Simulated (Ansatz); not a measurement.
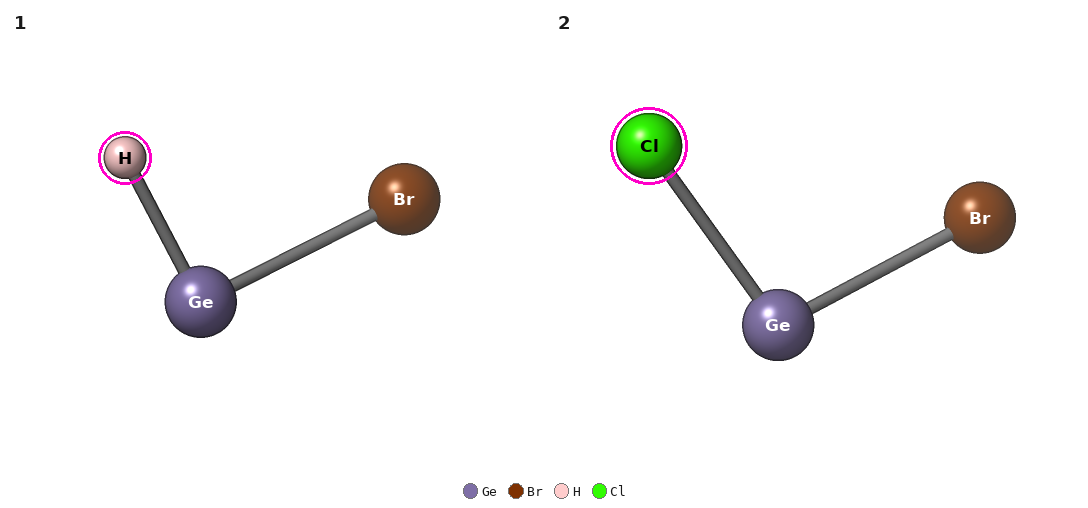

2 molecules with one skeleton, seen from the same side and at one scale; the atom that differs is circled. Charge 0, singlet. Computed geometries: PBE0-D4/def2-TZVP optimisations, one conformation each. Properties computed with Ansatz 0.2.0.

One atom differs, called X below: H in panel 1, Cl in panel 2. Their formulas are BrGeH (`[GeH][Br]`), GeBrCl (`[Cl][Ge][Br]`).

In which is the HOMO energy (Kohn–Sham orbital) higher (r2SCAN-D4/def2-TZVPP)?

Answer. In panel 1 (X = H).

In which is the angle Br–Ge–X larger (PBE0-D4/def2-TZVP)?

Answer. In panel 2 (X = Cl).

Give the values. With PBE0-D4/def2-TZVP: length of X–Ge (Å), angle Br–Ge–X (°), harmonic zero-point energy (kJ/mol), harmonic X–Ge stretching wavenumber (cm⁻¹). With r2SCAN-D4/def2-TZVPP: dipole moment (D), HOMO energy (Kohn–Sham orbital) (eV), HOMO–LUMO gap (eV), vertical ionisation energy (eV).

```tsv
quantity	1 (H)	2 (Cl)	2 − 1
length of X–Ge (Å)	1.598	2.181	+0.583
angle Br–Ge–X (°)	93.3	100.5	+7.2
dipole moment (D)	1.57	1.76	+0.19
HOMO energy (Kohn–Sham orbital) (eV)	−6.28	−7.15	−0.87
HOMO–LUMO gap (eV)	2.44	3.30	+0.86
vertical ionisation energy (eV)	9.27	9.99	+0.72
harmonic zero-point energy (kJ/mol)	17.4	4.9	−12.5
harmonic X–Ge stretching wavenumber (cm⁻¹)	1912	398	−1514
```
